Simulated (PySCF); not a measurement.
Consider C4H7BCl2S2 (SMILES C=C(SCC)SB(Cl)Cl).

The calculation's input:

```
{"job": {"kind": "nmr", "xc": "PBE0", "basis": "pcSseg-1"}, "charge": 0, "multiplicity": 1}
C     -0.720250    -0.979582     1.662027
C     -0.876333    -0.983933     0.347970
S      0.346596    -0.943212    -0.909568
C      1.878405    -0.503971    -0.014602
C      1.887433     0.947774     0.421815
S     -2.528697    -1.105350    -0.369389
B     -2.868463     0.613240    -0.778432
Cl    -1.763427     1.890289    -0.400709
Cl    -4.367482     0.997960    -1.544083
H      0.245461    -0.942309     2.132642
H     -1.575948    -1.022403     2.311577
H      1.991065    -1.193891     0.820246
H      2.667610    -0.698512    -0.740588
H      1.796223     1.600357    -0.442899
H      2.821020     1.173810     0.933240
H      1.059189     1.158676     1.094310
```

Run with:

```sh
OMP_NUM_THREADS=1 python probes_run.py task.json out
```

Geometry: GFN2-xTB.

Level of theory: PBE0/pcSseg-1, SCF density, gas phase, non-relativistic in PySCF 2.14.0.

What will maps of the electron density and electron localisation function show?

Answer. B–Cl (1.73 Å): ρ at the midpoint is about 1.4 e/Å³; the ELF peaks at about 0.90 between the atoms, as expected for a shared but strongly polarised pair.
B–S (1.80 Å): ρ at the midpoint is about 1.2 e/Å³, with its minimum of 1.1 e/Å³ about 0.6 Å from B; the ELF peaks at about 0.95 between the atoms; a covalent bond.

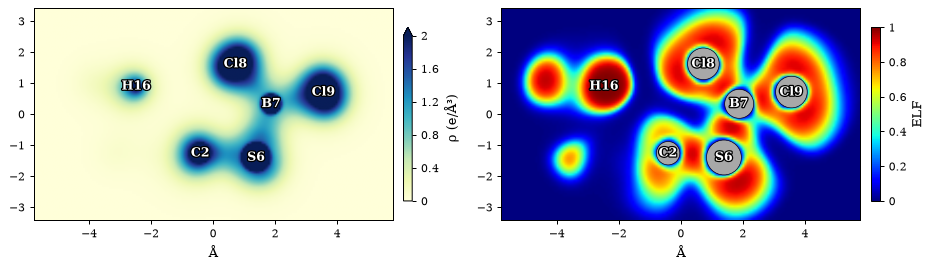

Computed electron density and electron localisation function on the plane of atoms S6, B7 and Cl9, in this order. Grey discs cover the atomic cores in the ELF map. 
